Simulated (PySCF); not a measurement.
Run report: BSiO$_{2}$F$_{3}$, core-level calculation

System: BSiO$_{2}$F$_{3}$.
Method: delta-SCF UKS SCAN, pcX-2 on the ionised atom, pcseg-1 elsewhere, spin-free X2C (PySCF 2.14.0).

Figures and captions count atoms from 1; the log counts them from 0 in places.

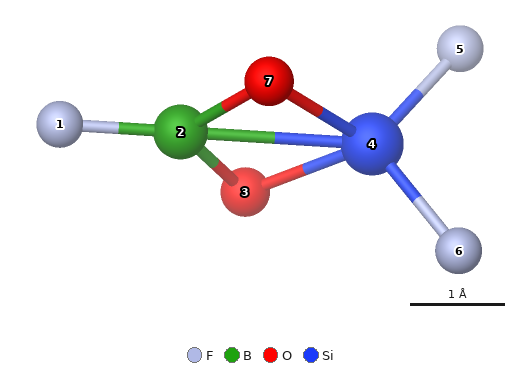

Figure 1. The input geometry (ball-and-stick view, seen at a tilt; atoms are numbered from 1 in the order of the input). Bond lengths as drawn: B–F 1.30 Å, B–O 1.39 to 1.40 Å, B–Si 2.07 Å, F–Si 1.59 Å and O–Si 1.67 Å.

**Key numbers**

- outcome: converged
- hardware: 1 CPU thread, shared host
- wall time: 31 s
- peak memory: 0.49 GiB

**The input**
```
{"job": {"kind": "xps", "holes": 5}, "charge": 0, "multiplicity": 1}
F      1.269607     1.920930     0.938561
B      0.613965     0.907360     0.446838
O      1.091280    -0.394583     0.301490
Si    -0.428089    -0.699533    -0.333532
F     -1.334678    -1.721479     0.474270
F     -0.466447    -1.138593    -1.857852
O     -0.697227     0.923991    -0.029837
```

The first line tells a small driver script what to run in PySCF; the rest is the geometry in Å.

Launch command:
```bash
OMP_NUM_THREADS=1 python <driver script> task.json out
```

**What the program printed**
```
ground state, core basis on atom 0 (F), 133 functions
  cycle   1  E = -765.17458381  |g| = 1.15e+00
  cycle   2  E = -764.80824348  |g| = 1.88e+00
  cycle   3  E = -765.39859727  |g| = 3.89e-02
  cycle   4  E = -765.39865780  |g| = 3.50e-02
  cycle   5  E = -765.39883315  |g| = 8.17e-03
  cycle   6  E = -765.39884375  |g| = 2.33e-03
  cycle   7  E = -765.39884327  |g| = 6.57e-04
  cycle   8  E = -765.39884346  |g| = 2.68e-04
  E(ground) = -765.42796968 Eh
hole in F 1s of atom 0
  cycle   1  E = -738.99992142  |g| = 2.58e+00
  cycle   2  E = -739.01341546  |g| = 2.07e+00
[... 8 cycles left out ...]
  E(ion) = -739.90693106 Eh   <S^2> = 0.7562   hole on atom = 1.000   binding energy = 694.463 eV
ground state, core basis on atom 1 (B), 133 functions
[... 6 cycles left out ...]
  E(ground) = -765.38713187 Eh
hole in B 1s of atom 1
[... 12 cycles left out ...]
  E(ion) = -758.00761532 Eh   <S^2> = 0.7691   hole on atom = 1.000   binding energy = 200.807 eV
ground state, core basis on atom 2 (O), 133 functions
[... 6 cycles left out ...]
  E(ground) = -765.41227748 Eh
hole in O 1s of atom 2
[... 11 cycles left out ...]
  E(ion) = -745.57103370 Eh   <S^2> = 0.7622   hole on atom = 1.000   binding energy = 539.908 eV
ground state, core basis on atom 3 (Si), 144 functions
[... 8 cycles left out ...]
  E(ground) = -765.47251864 Eh
hole in Si 2p of atom 3
[... 10 cycles left out ...]
  E(ion) = -761.37383834 Eh   <S^2> = 0.7515   hole on atom = 1.003   binding energy = 111.531 eV
  2p3/2 = 111.327 eV   2p1/2 = 111.952 eV
ground state, core basis on atom 4 (F), 133 functions
[... 6 cycles left out ...]
  E(ground) = -765.43046161 Eh
hole in F 1s of atom 4
  cycle   1  E = -738.99445327  |g| = 2.58e+00
  cycle   2  E = -738.97861713  |g| = 2.10e+00
  cycle   3  E = -739.82569554  |g| = 3.97e-01
  cycle   4  E = -739.83373147  |g| = 3.43e-01
  cycle   5  E = -739.87494695  |g| = 3.15e-02
  cycle   6  E = -739.87506259  |g| = 2.49e-02
  cycle   7  E = -739.87527524  |g| = 5.38e-03
  cycle   8  E = -739.87528488  |g| = 1.69e-03
  cycle   9  E = -739.87528440  |g| = 9.04e-04
  cycle  10  E = -739.87528614  |g| = 2.93e-04
  E(ion) = -739.91219943 Eh   <S^2> = 0.7565   hole on atom = 1.000   binding energy = 694.387 eV
```

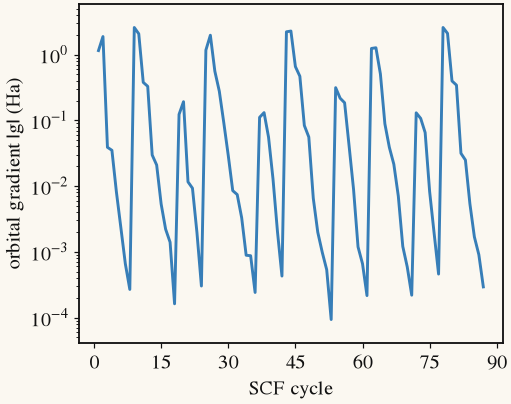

Figure 2. Convergence of the self-consistent field: orbital gradient |g| against the SCF cycle. All cycles printed in the log are drawn one after another.
